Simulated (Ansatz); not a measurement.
A series of calculations on Si4NH13

**1. Relaxation**

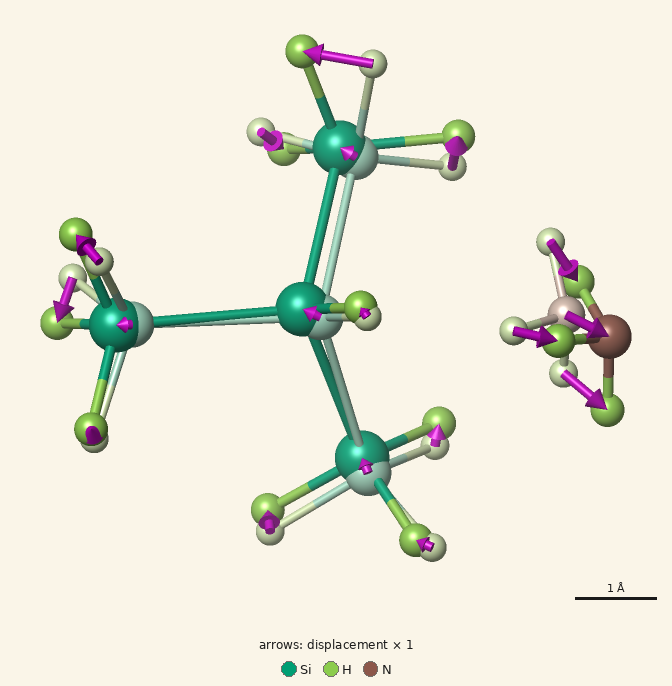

A relaxation of Si₄NH₁₃. The starting structure is drawn faded, the final one solid; purple arrows show the displacements, at their true length. The two geometries are superimposed by the best rigid fit.

The picture is a ball-and-stick view, seen face on.

The run prepares an end point of a later path (reaction) calculation, from a guessed geometry.

Level of theory: RKS B3LYP-D4/6-31G* in Ansatz. Set-up: no spin polarisation; force threshold 0.03 eV/Å; at most 50 steps.

### Atoms of which element are displaced furthest, and by how much?

Hydrogen: up to 0.89 Å, against 0.61 Å for nitrogen.

### What happened in the run?

The largest move after the best rigid fit is that of an H atom, 0.89 Å. Largest moves by element: H 0.89 Å, N 0.61 Å, Si 0.24 Å. Among the contacts that change: H–Si 1.471 → 1.494 Å, Si–Si 2.367 → 2.348 Å, H–N 1.028 → 1.018 Å. Among the angles between lasting bonds that change: H–Si–Si 113.2° → 108.9°, H–N–H 111.3° → 107.1°, H–Si–Si 104.7° → 108.8°. Groups turn about Si–Si by about 30°, Si–Si by about 25°. The energy falls by 30.3 kJ/mol in 15 geometry steps. Largest force component: 0.84 eV/Å at the start, 0.0071 eV/Å at the end. The forces were under the threshold at step 10, but the run went on from there.

**2. Relaxation**

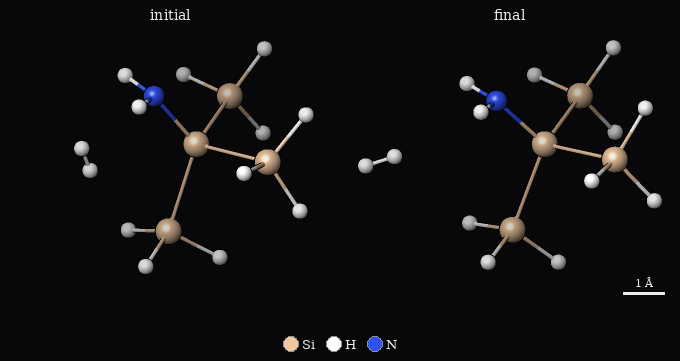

The structure of Si4NH13 before (left) and after (right) a relaxation, at one scale.

The picture is a ball-and-stick view, seen from a free direction.

The run prepares an end point of a later path (reaction) calculation, from a guessed geometry.

Computed with Ansatz 0.2.0, RKS B3LYP-D4/6-31G*. Set-up: no spin polarisation; force threshold 0.03 eV/Å; at most 50 steps.

**Describe what moved and what it gained.**

The energy falls by 9.82 kcal/mol in 17 accepted moves (20 points after the start). The largest force component goes from 1.4 to 0.019 eV/Å. The line search rejected the trial steps at points 7, 10, 15 of the run. The forces were under the threshold at step 13, but the run went on from there. The largest move after the best rigid fit is that of an H atom, 1.66 Å. By element the largest moves are H 1.66 Å, Si 0.25 Å, N 0.20 Å. Among the contacts that change: N–Si 1.792 → 1.757 Å, H–H 0.709 → 0.743 Å, Si–Si 2.367 → 2.362 Å. Among the angles between lasting bonds that change: Si–Si–N 125.8° → 116.8°, Si–Si–H 104.8° → 110.3°, Si–Si–N 103.4° → 106.9°. The run took 61 s on 4 threads of Arm Neoverse V2, on a shared host, peak memory 0.32 GiB.

**3. Path**

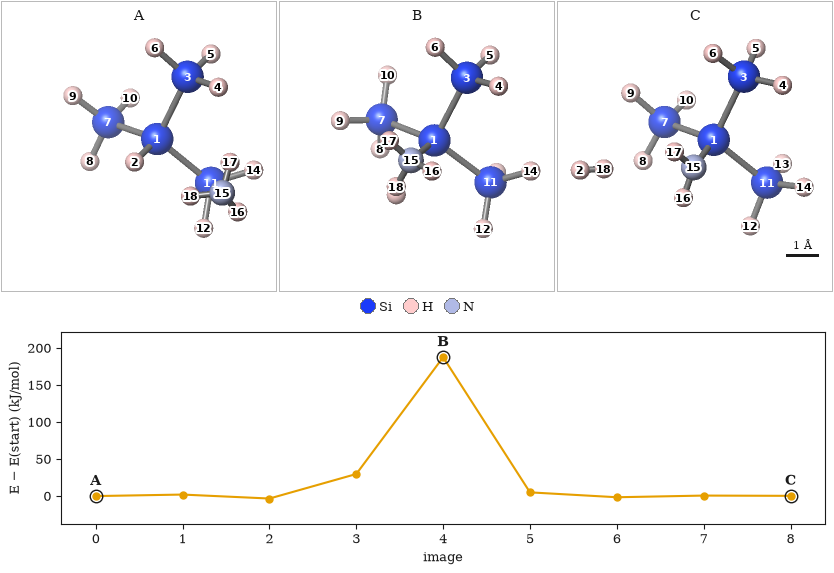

NEB run on Si$_{4}$NH$_{13}$, made up at the start of Si4H10 and NH$_{3}$. Images are numbered from 0 (start) to 8 (end). Frames A to C are images 0, 4, 8. Style: ball-and-stick. Shown from a free direction.

All numbers below come from RKS B3LYP-D4/6-31G* (Ansatz 0.2.0). Settings: 7 movable images; climbing image; force threshold 0.05 eV/Å; iteration limit 60; starting path through a guess of the saddle point.

Describe the mechanism and the energy profile.

Answer. The barrier is about 187.6 kJ/mol in both directions, with image 4 at the top; the ends have nearly the same energy. Image 2 lies below both ends, at −3.3 kJ/mol, which points to an intermediate minimum that so few images don't resolve. The path has more than one stage, and so few images may leave a stage unresolved. Breaking: N15–H18 (1.02 → 1.15 at the top → 2.86 Å), Si1–H2 (1.49 → 2.10 at the top → 4.42 Å). Forming: H2–H18 (2.52 → 1.27 at the top → 0.74 Å), Si1–N15 (3.81 → 1.92 at the top → 1.76 Å). The band converged in 33 iterations. The largest component of the band force went from 21 to 0.045 eV/Å. The climbing image converged on the top of the path. Its vibrational analysis gives 2 imaginary modes over 30i cm⁻¹, so it isn't confirmed as a transition state.

Limits of the set-up: the start holds two separate molecules, 2.5 Å apart at their closest, whose relative position is a soft coordinate.

Cost: 11 min on 4 threads of Arm Neoverse V2 (shared host), peak memory 0.34 GiB.
